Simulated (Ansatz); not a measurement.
## Electronic structure of F$_{2}$H$_{3}$Si$_{3}$ (SMILES F[SiH](F)[Si]=[SiH2]) (doublet) in real space

```xyz
8

F    -0.4956    2.7248   -3.2236
F    -1.9738    0.6186   -3.0632
Si   -0.4406    1.1215   -3.0412
Si    0.5923    0.6355   -0.9655
Si    1.4411   -1.3341   -1.6376
H     0.2315    0.5864   -4.2569
H     1.9062   -2.3907   -0.6962
H     2.1294   -1.5428   -2.9463
```

Geometry: B3LYP/6-31G*.

Theory: isolated molecule in a Gaussian basis; Kohn-Sham density functional theory, functional PBE0 in Ansatz 0.2.0.

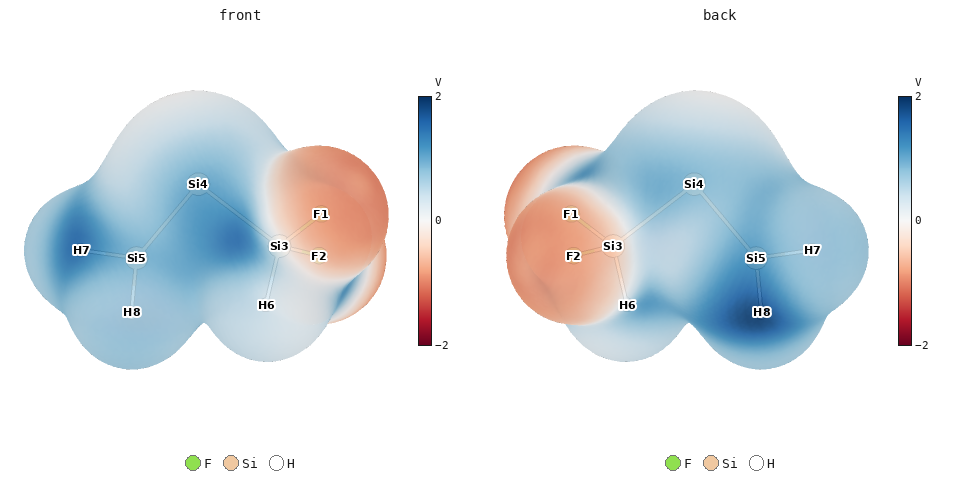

Figure 1. The electrostatic potential painted on the density surface at 0.002 e/bohr³, seen from the front and from behind; the colour scale runs from red (negative) to blue (positive).

Question: Describe the electrostatic potential map.

Answer: The most negative region (about −1.0 V, or −23 kcal/mol for a unit charge) lies over F1 and F2, the most positive (about +1.8 V, or +42 kcal/mol for a unit charge) over Si5.

Question: How polar is the molecule by this calculation?

Answer: Its dipole moment is 3.08 D.

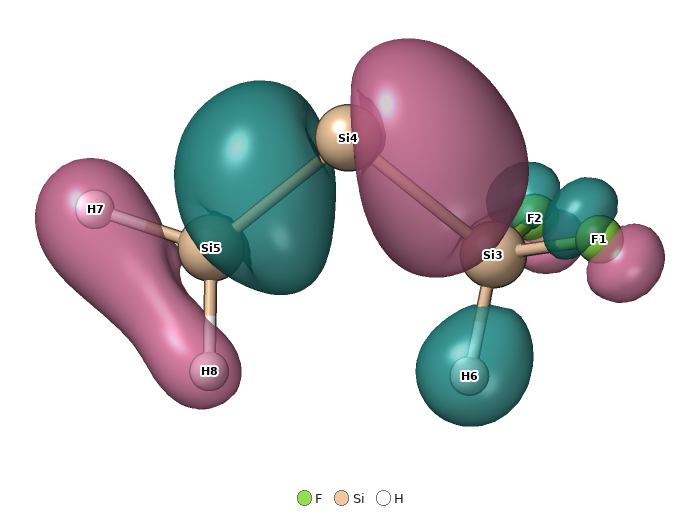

Figure 2. The HOMO−1 (β) at ±0.1 Å⁻³ᐟ² (teal and pink are the two phases), seen across its widest extent.

Question: Describe this orbital and give its energy.

Answer: It lies mainly on Si4 (about 35 %), Si5 (about 25 %) and Si3 (about 15 %). Its energy is −8.33 eV.

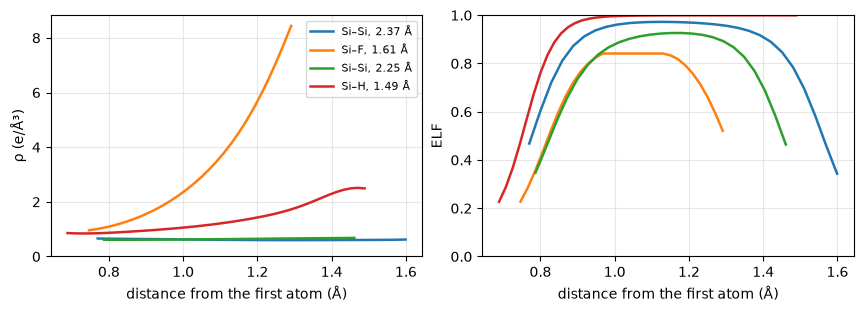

Figure 3. Total electron density and ELF along straight lines between neighbouring atoms. The curves leave out the atomic cores.

Question: Compare the contacts.

Answer: Si–Si (2.37 Å): the density is about 0.6 e/Å³ at the midpoint; the ELF peaks at about 1 between the atoms: a shared electron pair.
Si–F (1.61 Å): ρ at the midpoint is about 1.1 e/Å³; the ELF peaks at about 0.85 in the valence shell of F, 0.6 Å from its nucleus, and is about 0.45 at the midpoint.
Si–Si (2.25 Å): ρ is about 0.64 e/Å³ halfway; the ELF peaks at about 0.95 between the atoms (a shared electron pair).
Si–H (1.49 Å): ρ at the midpoint is about 0.84 e/Å³; the ELF climbs to about 1 towards the hydrogen, as it does in any bond to H.
